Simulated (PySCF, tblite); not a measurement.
# C₄H₁₂B₂FN: geometry, infrared bands and NMR shifts

What infrared bands and NMR shifts should C₄H₁₂B₂FN (`CB[C@@H](CF)B(C)N`) show?

Computed with tblite 0.8.0 and PySCF 2.14.0, with density-fitted response routines of our own, on a single molecule in the gas phase. Atoms are numbered from 0 throughout.

## 1. The molecule as given

20 atoms, charge 0, multiplicity 1; geometry from: force field or distance geometry start.

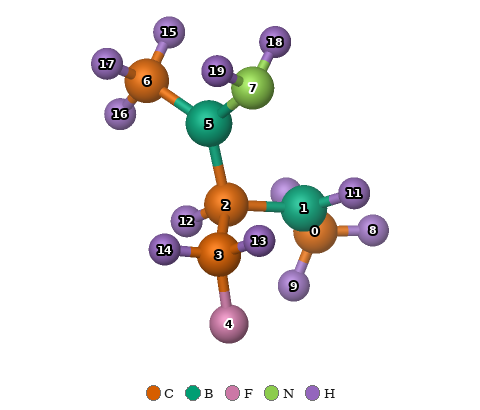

The starting geometry (carbon orange, boron teal, fluorine pink, nitrogen green, hydrogen purple), atoms numbered.

## 2. Relaxing the molecule with GFN2-xTB

The job: settings as JSON, then the geometry in Å.

```
{"job": {"kind": "relax", "xc": "GFN2-xTB", "basis": "xTB"}, "charge": 0, "multiplicity": 1}
C      2.455100    -0.485200     1.199100
B      1.427200    -0.584800    -0.026600
C      0.300000     0.507800    -0.219800
C      0.423200     1.203800    -1.596100
F      1.627400     1.872400    -1.659900
B     -1.149000    -0.186300    -0.073500
C     -2.120200     0.223100     1.117200
N     -1.574000    -1.243600    -1.068200
H      3.158700    -1.340000     1.173100
H      3.010500     0.466700     1.130900
H      1.879500    -0.504900     2.153600
H      1.515800    -1.499300    -0.769100
H      0.395100     1.284800     0.578400
H      0.375800     0.453500    -2.417200
H     -0.400200     1.941900    -1.722300
H     -2.339100    -0.674000     1.752100
H     -1.657000     1.002600     1.763900
H     -3.071200     0.606400     0.701000
H     -1.792500    -2.113400    -0.525500
H     -2.470600    -0.920800    -1.494100
```

Command:

```console
> OMP_NUM_THREADS=1 python probes_run.py task.json out
```

One launch serves the whole session: the jobs run in the order shown.

**Question.** This job is followed by: GFN2-xTB harmonic vibrations, gas phase; GIAO PBE0/pcSseg-1 NMR shielding, non-relativistic, gas phase. Predict these results of the whole session: strongest single infrared mode (GFN2-xTB); zero-point energy (GFN2-xTB); ¹³C shifts against TMS (PBE0/pcSseg-1); ¹H shifts against TMS (PBE0/pcSseg-1, means over atoms taken as alike); ¹¹B shifts against BF3·OEt2 (PBE0/pcSseg-1); ¹⁹F shifts against CFCl3 (PBE0/pcSseg-1); ¹⁵N shifts against NH3 (PBE0/pcSseg-1).

As calculated:

| quantity | value |
| --- | --- |
| strongest single infrared mode (GFN2-xTB) | 1140 cm⁻¹, 374 km/mol |
| zero-point energy (GFN2-xTB) | 102.2 kcal/mol |
| ¹³C shifts against TMS (PBE0/pcSseg-1) | 90.7, 58.7, 16.6, 8.7 ppm |
| ¹H shifts against TMS (PBE0/pcSseg-1, means over atoms taken as alike) | 7.80, 5.30, 5.05, 3.87, 2.97, 1.09, 0.40 ppm |
| ¹¹B shifts against BF3·OEt2 (PBE0/pcSseg-1) | 87.5, 40.7 ppm |
| ¹⁹F shifts against CFCl3 (PBE0/pcSseg-1) | -227.3 ppm |
| ¹⁵N shifts against NH3 (PBE0/pcSseg-1) | 113.6 ppm |

Relaxing lowered the energy by 1.316 eV in 181 steps; the close pair that moved most is B5–N7, from 1.513 to 1.383 Å. No mode is imaginary among the 54: a minimum at this level. The strongest single mode, at 1140 cm⁻¹, moves mainly B5. GFN2-xTB is a fitted tight-binding method: band positions and strengths are rough. Its intensities can rank the bands wrongly. At PBE0/pcSseg-1: Shielding is most anisotropic at B1 (span 179 ppm, paramagnetic term -179 ppm).
